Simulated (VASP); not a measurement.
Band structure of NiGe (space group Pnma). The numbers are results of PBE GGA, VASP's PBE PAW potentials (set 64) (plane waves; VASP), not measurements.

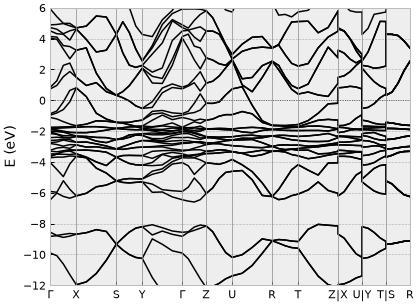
Bands along high-symmetry lines, zero at the valence-band maximum or, without a gap, the Fermi level

**Question.** Read the plot: is there a gap, and where are the band edges?

**Answer.** It has no gap at this level: it comes out as a metal or semimetal.

The structure comes from a computed database's NiGe entry; how it stands against other phases isn't given here. The cell was not relaxed at this level. The k-mesh is coarse (spacing up to 0.37 per Å, 2π included), so the numbers may not be converged in it. The run is not spin-polarised, so no magnetic state was tried.
